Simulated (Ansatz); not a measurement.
## Pressure series in hypothetical Pm-3n GaAs

The parent structure is GaAs (space group Pm-3n, No. 223; a hypothetical phase, not in the database extracts checked).

```cif
data_As6Ga6
_chemical_formula_sum 'Ga6 As6'
_space_group_name_H-M_alt 'Pm-3n'
_space_group_IT_number 223
_space_group_name_Hall '-P 4n 2 3'
_cell_length_a 7.08692
_cell_length_b 7.08692
_cell_length_c 7.08692
_cell_angle_alpha 90.000
_cell_angle_beta 90.000
_cell_angle_gamma 90.000
loop_
_atom_site_label
_atom_site_type_symbol
_atom_site_symmetry_multiplicity
_atom_site_Wyckoff_symbol
_atom_site_fract_x
_atom_site_fract_y
_atom_site_fract_z
_atom_site_occupancy
Ga1 Ga 6 c 0.00000 0.50000 0.25000 1
As1 As 6 d 0.00000 0.25000 0.50000 1
```

Cell and atoms are relaxed at each pressure.

The values are results of PBE (Ansatz, an electronic-structure program, PAW, scalar-relativistic without spin-orbit coupling), not measurements.

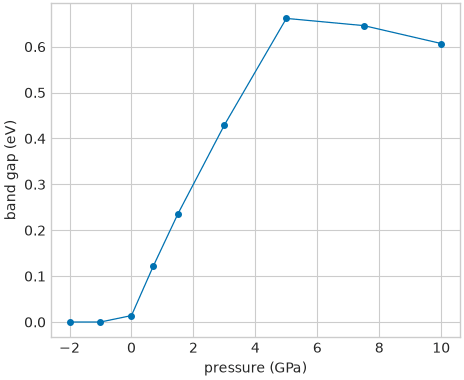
Figure. Band gap against pressure

Problem. From the plot, what is the band gap for pressure −2 GPa?

Solution. About 0.00 eV.

Problem. Is the trend monotonic over the range shown?

Solution. No, it turns within the range, spanning zero to 0.66 eV.

Load acts through the strain it causes; cell and atoms are relaxed under it. No phonon test of stability was made. Competing high-pressure phases were not computed. All final runs are without spin polarisation. Gaps under 0.05 eV, about the width of the smearing, are given as zero. The zero or small gap of GaAs can change with the level of theory.
